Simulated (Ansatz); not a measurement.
# One shape, several levels: CH2BF (SMILES B[C]F)

Aim: a comparison of 5 runs (UHF/STO-3G, UB3LYP/STO-3G, UBHLYP/STO-3G, UHSE06/STO-3G, UPBE/STO-3G) of CH2BF. 

Program for the calculation: Ansatz 0.2.0.

70 further runs of the same task are left out: 5 that didn't finish, 65 set aside as unsound or not needed.

## 1. The system as given

The species is CH2BF (5 atoms), meant as a triplet with charge 0. As SMILES, `B[C]F`. The H4–B1 distance was set to 2.333 Å, away from the relaxed value. At this shape a bond of the SMILES string is far longer than usual.

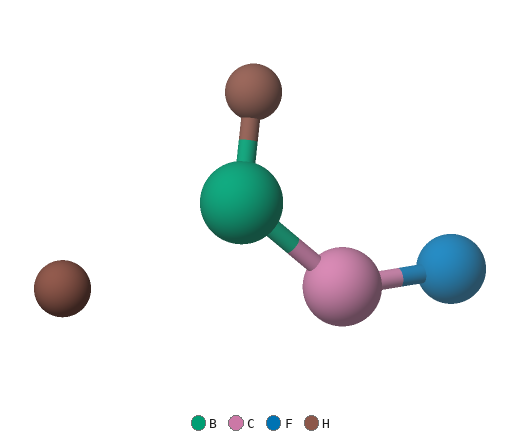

The structure, seen from a chosen angle (boron teal, carbon pink, fluorine blue, hydrogen brown).

## 2. A single-point energy at UHF/STO-3G (run 1)

The input, job.yaml:

```yaml
crystal:
  periodic: [false, false, false]
  atoms:
    - {symbol: B, position_ang: [-0.016376, 0.404648, 0.711683]}
    - {symbol: C, position_ang: [1.389074, 0.834558, 0.587143]}
    - {symbol: F, position_ang: [2.205254, 1.551438, 1.322653]}
    - {symbol: H, position_ang: [-0.994750, -0.904870, -0.953460]}
    - {symbol: H, position_ang: [-0.626416, 0.733298, 1.662303]}
basis:
  gaussian:
    orbitals: STO-3G
total_charge: 0
magnetization:
  spin_polarized: true
  initial_magnetization: 2
hamiltonian:
  xc: hf
accuracy: high
```

The run is started by

```sh
$ ansatz run job.yaml --threads 1 --pin off --max-ram 2610MiB --events-out events.jsonl --progress --plain --runs-dir runs
```

Standard output:

```text
Warning: RAYON_NUM_THREADS=1 ignored (pool sized by the plan → 1); use --threads N
Functional definition: HF
  name "HF"
  exchange = exact_x
  correlation = 0
293 factors; integrals over basis functions are off by at most 2.8e-8 eV
mean field evaluation 1: about -4366.6967 eV, gradient 1.5e1 eV
mean field evaluation 2: about -4366.7637 eV, gradient 1.5e1 eV
mean field evaluation 4: about -4370.1476 eV, gradient 3.1e0 eV
mean field evaluation 8: about -4370.3819 eV, gradient 6.7e-1 eV
mean field evaluation 16: about -4372.6651 eV, gradient 2.9e-4 eV
mean field evaluation 32: about -4372.6109 eV, gradient 3.5e-4 eV
mean field evaluation 64: about -4370.6673 eV, gradient 1.1e0 eV
mean field -4372.66511598 eV, -160.6924791134 hartree, gradient 1.9e-8 eV, S^2 2.866321; 2 other end points of the search recorded, 0 dependent functions left out
reference -4372.66511598 eV, -160.6924791134 hartree; 12, 10 occupied and 5, 7 virtual orbitals, 293 factors
Total energy: -4372.66511598 eV, -160.6924791134 hartree
```

Run time: 0.22 s. Hardware: 1 thread of AMD EPYC 7R43 (Zen 3), shared host.

## 3. The energy at UB3LYP/STO-3G (run 2)

The input, input.yaml:

```yaml
crystal:
  periodic: [false, false, false]
  atoms:
    - symbol: B
      position_ang: [-0.016376, 0.404648, 0.711683]
    - symbol: C
      position_ang: [1.389074, 0.834558, 0.587143]
    - symbol: F
      position_ang: [2.205254, 1.551438, 1.322653]
    - symbol: H
      position_ang: [-0.994750, -0.904870, -0.953460]
    - symbol: H
      position_ang: [-0.626416, 0.733298, 1.662303]
basis:
  gaussian: {orbitals: STO-3G}
magnetization: {spin_polarized: true, initial_magnetization: 2}
hamiltonian: {xc: {name: B3LYP}}
accuracy: high
```

The run is started by

```sh
$ ansatz run input.yaml --threads 1 --pin off --max-ram 2610MiB --events-out events.jsonl --progress --plain --runs-dir runs
```

Standard output:

```text
Warning: RAYON_NUM_THREADS=1 ignored (pool sized by the plan → 1); use --threads N
Functional definition: B3LYP
  name "B3LYP"
  parameter a0 = 0.2
  parameter ax = 0.72
  parameter ac = 0.81
  exchange = (1 - a0 - ax)*slater_x + ax*b88_x + a0*exact_x
  correlation = (1 - ac)*vwn_rpa_c + ac*lyp_c
293 factors; integrals over basis functions are off by at most 2.8e-8 eV
mean field evaluation 1: about -4388.9489 eV, gradient 1.7e1 eV
mean field evaluation 2: about -4379.5639 eV, gradient 2.3e1 eV
mean field evaluation 4: about -4392.5683 eV, gradient 3.6e0 eV
mean field evaluation 8: about -4392.7693 eV, gradient 3.8e-1 eV
mean field evaluation 16: about -4392.9526 eV, gradient 1.3e-3 eV
mean field evaluation 32: about -4392.8971 eV, gradient 3.3e-1 eV
mean field -4392.95256265 eV, -161.4380290270 hartree, gradient 1.4e-8 eV, S^2 2.385413; 4 other end points of the search recorded, 0 dependent functions left out
reference -4392.95258704 eV, -161.4380299236 hartree; 12, 10 occupied and 5, 7 virtual orbitals, 293 factors
Total energy: -4392.95258704 eV, -161.4380299236 hartree
```

It took 3.3 s on 1 thread of AMD EPYC 7R43 (Zen 3), shared host; peak memory 0.14 GiB.

Runs 3 to 4 aren't shown in full; the table further down has their settings and results.

## 4. A single-point energy at UPBE/STO-3G (run 5)

The input, run.yaml:

```yaml
crystal:
  periodic: [false, false, false]
  atoms:
    - {symbol: B, position_ang: [-0.016376, 0.404648, 0.711683]}
    - {symbol: C, position_ang: [1.389074, 0.834558, 0.587143]}
    - {symbol: F, position_ang: [2.205254, 1.551438, 1.322653]}
    - {symbol: H, position_ang: [-0.994750, -0.904870, -0.953460]}
    - {symbol: H, position_ang: [-0.626416, 0.733298, 1.662303]}
basis:
  gaussian: {orbitals: STO-3G}
accuracy: high
magnetization: {spin_polarized: true, initial_magnetization: 2}
hamiltonian: {xc: pbe}
```

The run is started by

```sh
$ ansatz run run.yaml --threads 1 --pin off --max-ram 2610MiB --events-out events.jsonl --progress --plain --runs-dir runs
```

Standard output:

```text
Warning: RAYON_NUM_THREADS=1 ignored (pool sized by the plan → 1); use --threads N
Functional definition: PBE
  name "PBE"
  parameter kappa = 0.804
  parameter beta = 0.06672455060314922
  exchange = pbe_x(kappa = kappa, mu = beta*pi^2/3)
  correlation = pbe_c(beta = beta)
293 factors; integrals over basis functions are off by at most 2.8e-8 eV
mean field evaluation 1: about -4380.8421 eV, gradient 2.9e1 eV
mean field evaluation 2: about -4360.0544 eV, gradient 4.4e1 eV
mean field evaluation 4: about -4387.2470 eV, gradient 9.3e0 eV
mean field evaluation 8: about -4388.0864 eV, gradient 1.8e-1 eV
mean field evaluation 16: about -4388.0150 eV, gradient 3.3e-2 eV
mean field evaluation 32: about -4385.8034 eV, gradient 9.9e0 eV
mean field -4388.01519707 eV, -161.2565841888 hartree, gradient 5.2e-8 eV, S^2 2.173554; 5 other end points of the search recorded, 0 dependent functions left out
reference -4388.01519869 eV, -161.2565842483 hartree; 12, 10 occupied and 5, 7 virtual orbitals, 293 factors
Total energy: -4388.01519869 eV, -161.2565842483 hartree
```

Wall time 2.9 s (1 thread of AMD EPYC 7R43 (Zen 3), shared host); peak memory 0.13 GiB.

## 5. All runs side by side

```csv
run,level,energy (Eh),⟨S²⟩,wall time
1,UHF/STO-3G,-160.692479,2.866,0.22 s
2,UB3LYP/STO-3G,-161.438030,2.385,3.3 s
3,UBHLYP/STO-3G,-161.374443,2.597,3 s
4,UHSE06/STO-3G,-161.268607,2.484,3.9 s
5,UPBE/STO-3G,-161.256584,2.174,2.9 s
```

## 6. Results

```
           quantity          value
run 5: total energy  -161.25658 Eh
        run 5: ⟨S²⟩          2.174
```

Totals of different functionals can't be ranked against each other. In runs 1, 2, 3, 4, 5 the basis is minimal, so the values are rough. Spin contamination of the reference: run 1 ⟨S²⟩ = 2.87, run 3 ⟨S²⟩ = 2.60, run 4 ⟨S²⟩ = 2.48, run 2 ⟨S²⟩ = 2.39, run 5 ⟨S²⟩ = 2.17. Where it is this large, the reference is a mixture of spin states, and values that rest on it are in doubt. All runs together took 13 s, the longest 3.9 s.
